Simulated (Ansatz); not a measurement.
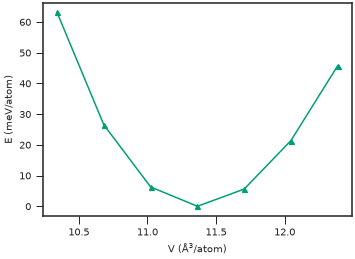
AlNi (CsCl type, space group No. 221) under volume change, DFT-LDA in the program Ansatz with PAW potentials, shape and atoms relaxed at each volume.

Question: What does a third-order Birch–Murnaghan fit give for V₀, B₀ and B′?

Answer: V₀ = 11.36 Å³/atom, B₀ = 186 GPa, B′ = 4.3.

Space group Pm-3m (CsCl type). The cell was relaxed with LDA under the symmetry of its start; of distortions, only those at the zone centre were tested. No spin polarisation was allowed.

Potentials: the later of the program's two PAW sets.
